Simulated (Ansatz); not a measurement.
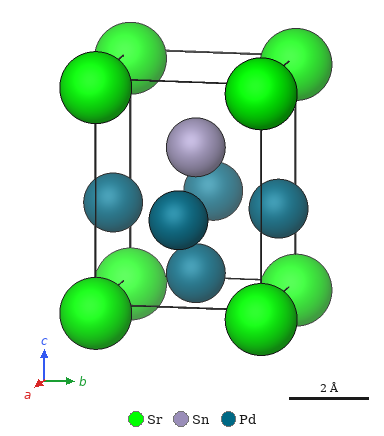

Crystal structure, spheres-only style, seen slightly off an axis. Thin lines show the conventional unit cell, with boundary atoms drawn in all their periodic places.

Explain the picture.

- Its composition is SrSnPd$_{3}$.
- The symmetry is that of P4mm (No. 99), on a primitive tetragonal lattice.
- The cell comprises 1 formula unit: 1 Sr, 1 Sn, 3 Pd.

The initial geometry was a textbook structure type filled with these elements (whether it is the usual form wasn't checked). Atoms and cell were optimised with DFT PBE, scalar-relativistic, plane waves, PAW in Ansatz 0.2.0.
